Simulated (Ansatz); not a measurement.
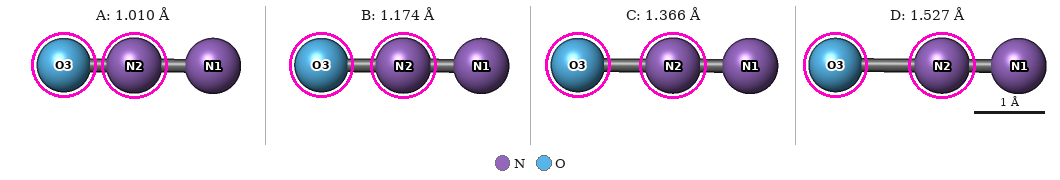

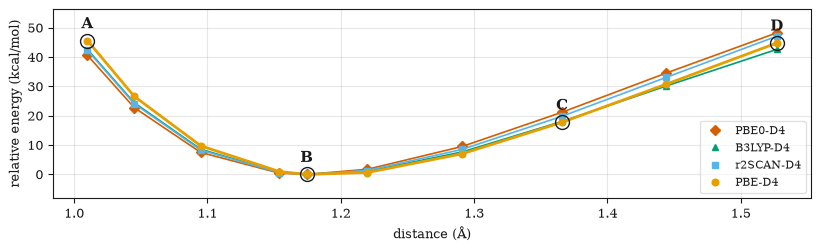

N2O: the N2–O3 distance is varied, with all other coordinates relaxed. The lettered frames are marked on the plot, at the values of PBE-D4. The picture is a ball-and-stick view, seen face on. The ringed atoms are those of the scanned coordinate.

Computed with Ansatz: PBE-D4, r2SCAN-D4, B3LYP-D4, PBE0-D4, basis def2-TZVPP, on geometries relaxed under the constraint at PBE0-D4/def2-TZVP. Energies are counted from the PBE0-D4/def2-TZVP minimum geometry at the same level.

### What does the scan show?

With PBE-D4: of the computed points the lowest is at the distance 1.174 Å, 0.0 kcal/mol. The curvature at the lowest point is about 89 eV/Å² (14 mdyn/Å). The well is steeper on the short side, as for any bond. At 1.010 Å the levels give PBE0-D4 40.6 kcal/mol, r2SCAN-D4 42.3 kcal/mol, B3LYP-D4 42.6 kcal/mol, PBE-D4 45.6 kcal/mol.

The computed points:

Energies in kcal/mol.

```
distance (Å)  PBE-D4  r2SCAN-D4  B3LYP-D4  PBE0-D4
       1.010    45.6       42.3      42.6     40.6
       1.045    26.7       24.1      24.4     22.8
       1.095     9.7        8.3       8.6      7.5
       1.154     1.0        0.6       0.7      0.4
       1.174     0.0        0.0       0.0      0.0
       1.220     0.6        1.3       1.0      1.8
       1.291     7.0        8.5       7.7      9.5
       1.366    17.8       19.8      18.1     21.2
       1.444    30.8       33.1      30.1     34.6
       1.527    44.8       47.1      42.6     48.3
```
